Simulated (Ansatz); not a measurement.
AlCl$_{3}$

Input

```
crystal:
  periodic: [false, false, false]
  atoms:
    - {symbol: Al, position_ang: [-0.000016, -0.000010, 0.000006]}
    - {symbol: Cl, position_ang: [2.084253, -0.027714, 0.013160]}
    - {symbol: Cl, position_ang: [-1.018042, 1.818900, -0.017330]}
    - {symbol: Cl, position_ang: [-1.066195, -1.791186, 0.004164]}
basis:
  gaussian: {orbitals: def2-TZVP, initial_orbitals: start.molden}
hamiltonian: {xc: pbe0, dispersion: d4}
scf: {omitted_lower_state_checks: [starts]}
output: {orbitals: {seedname: orbitals}}
```

Launched as:

```sh
ansatz run in.yaml --threads 4 --pin off --events-out ev --progress --plain --max-ram 3916MiB
```

Geometry: PBE-D4/def2-TZVP.

All numbers below come from Ansatz, RKS PBE0-D4/def2-TZVP.

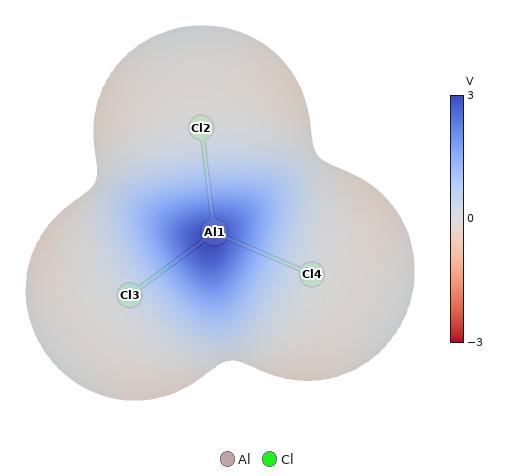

Figure 1. The molecular electrostatic potential painted on the density surface at 0.001 e/bohr³, seen across its widest extent; the colour scale runs from red (negative) to blue (positive).

### Which sites attract a positive test charge, and which a negative one?

A positive charge is drawn to the negative regions and a negative charge to the positive ones. The most negative region (about −0.2 V) lies over Cl2, Cl3 and Cl4, the most positive (about +2.9 V) over Al1.

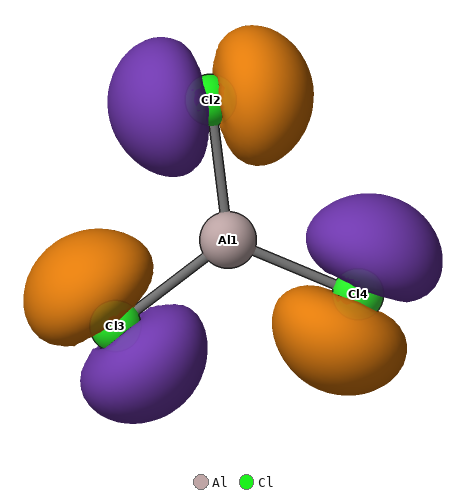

Figure 2. The HOMO at ±0.1 Å⁻³ᐟ² (orange and purple are the two phases), seen across its widest extent.

### Where does this orbital lie, and at what energy?

Its weight (Hirshfeld) is mainly on Cl2 (about 30 %), Cl3 (about 30 %) and Cl4 (about 30 %); it is symmetric in the molecular plane (an in-plane orbital: σ, lone-pair or in-plane π type); largely a combination of lone pairs on Cl2, Cl3 and Cl4. Its energy is −9.39 eV.

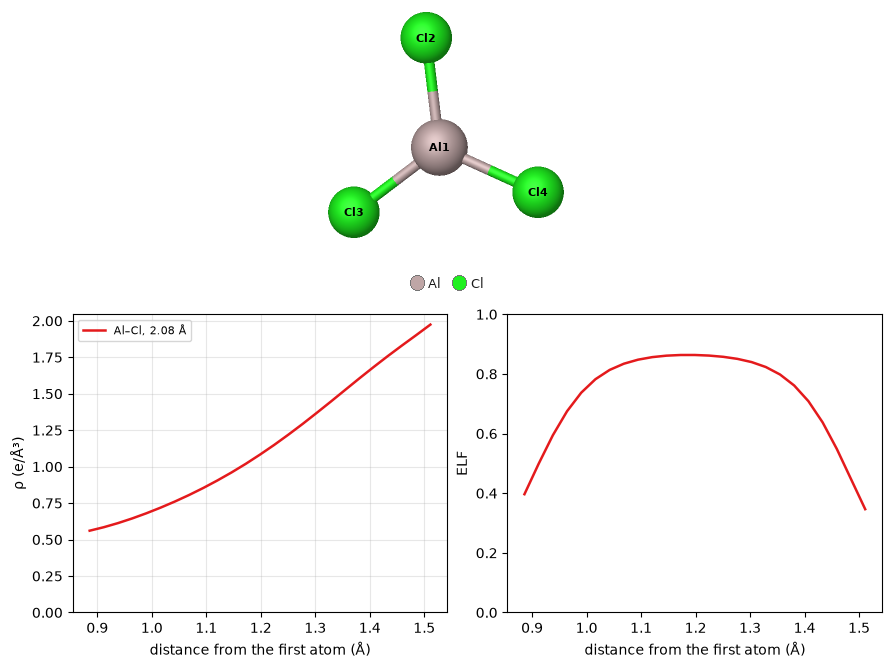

Figure 3. Total electron density and ELF along straight lines between neighbouring atoms. The curves leave out the atomic cores. The structure is drawn too.

### What can be read from the curves?

Al–Cl (2.08 Å): ρ at the midpoint is about 0.76 e/Å³; the ELF peaks at about 0.85 in the valence shell of Cl, 0.9 Å from its nucleus, and is about 0.80 at the midpoint.
